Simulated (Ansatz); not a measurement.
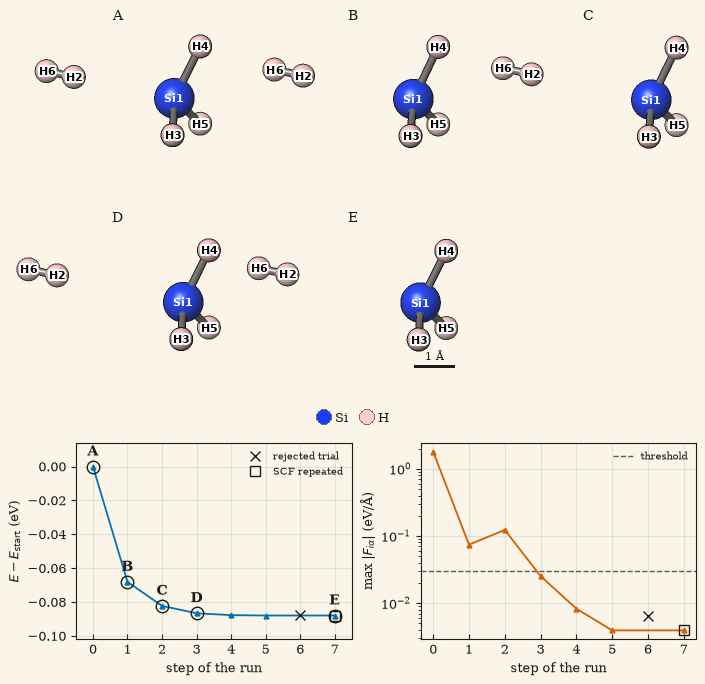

Frames of a relaxation of SiH$_{5}$ (multiplicity 2), marked on the history of the run. A ball-and-stick model, seen from a free direction.

The run prepares an end point of a later path (reaction) calculation, from a guessed geometry.

All numbers below come from UKS r2SCAN-D4/def2-SVP (Ansatz).

Input file:
```yaml
crystal:
  periodic: [false, false, false]
  atoms:
    - { symbol: Si, position_ang: [0.000327, 0.0, -0.301668] }
    - { symbol: H, position_ang: [1.0e-06, 0.0, 2.363543] }
    - { symbol: H, position_ang: [1.427724, 0.0, -0.741434] }
    - { symbol: H, position_ang: [-0.713291, 1.236119, -0.741717] }
    - { symbol: H, position_ang: [-0.713291, -1.236119, -0.741717] }
    - { symbol: H, position_ang: [-7.1e-05, 0.0, 3.084394] }
magnetization:
  spin_polarized: true
  initial_magnetization: 1
basis:
  gaussian: { orbitals: def2-SVP }
hamiltonian:
  xc: r2scan
  dispersion: d4
relax:
  f_tol: 0.03
  max_steps: 50
```

Run as
```bash
ansatz run input.yaml --threads 1 --pin off --max-ram 2048MiB --backend cpu --events-out ev --progress --plain --runs-dir out
```

### Describe the path.

The largest move after the best rigid fit is that of H6, 0.61 Å. Largest moves by element: H 0.61 Å, Si 0.30 Å. Some distances before and after: H2–H6 0.721 → 0.759 Å. The energy falls by 0.088 eV in 5 accepted moves (7 points after the start). The largest force component goes from 1.8 to 0.0039 eV/Å. The line search rejected the trial step at point 6 of the run. 1 step only repeated the SCF at the same geometry. From step 0 to 1: H6 moves most (0.19 Å), energy −0.068 eV. From step 1 to 2: H atoms move most (0.17 Å), energy −0.014 eV. From step 2 to 3: H atoms move most (0.12 Å), energy −0.004 eV. From step 3 to 7: H atoms move most (0.13 Å), energy −0.001 eV.

Limits of the set-up: the start holds two separate molecules, 2.7 Å apart at their closest, whose relative position is a soft coordinate.
